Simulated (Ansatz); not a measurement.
Cost and result by functional for the surface energy of the (110) surface of zinc-blende BP in its 1x1 cell (cut with top plane B + P, bottom plane B + P), outermost plane spacing 1.61 Å in the ideal cut, in Ansatz (plane waves, PAW). Single points on the PBE structure, on one kind of machine; costs are rough ratios of the slab run's core time (references not counted) to the cheapest single point. r2SCAN's cost holds its higher cutoff (500 against 420 eV). Differences are taken against HSE06 for comparison alone: no measured value is at hand, so the table doesn't rank accuracy. HSE06 ran on a coarser k-mesh, which lowers its cost and carries part of its shift.

Set-up: 16 atoms, B8P8, 11.3 Å thick at the start; mesh 8x6x1; 0.025 eV smearing; dipole correction on; all atoms relaxed; held to the start's symmetry, so lower structures may exist; no spin, no spin-orbit, no U. These notes are the PBE run's.

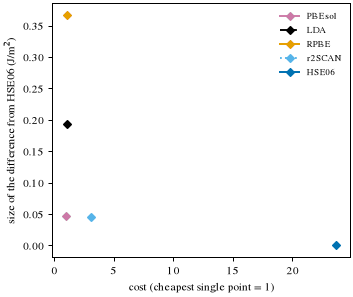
Figure. Difference from HSE06 against cost

| functional | relative cost | surface energy (J/m²) | less HSE06 (J/m²) |
|---|---|---|---|
| PBEsol | 1 | 2.18 | 0.05 |
| LDA | 1 | 2.33 | 0.19 |
| RPBE | 1 | 1.77 | -0.37 |
| r2SCAN | 3 | 2.09 | -0.04 |
| HSE06 | 20 | 2.13 | 0.00 |
| PBE (the relaxed run's value) | – | 1.96 | -0.18 |

The values span 0.56 J/m², while the single points' costs differ by a factor of roughly 20. Differences are of unrounded values.

Ansatz is a quantum-chemistry and plane-wave program.
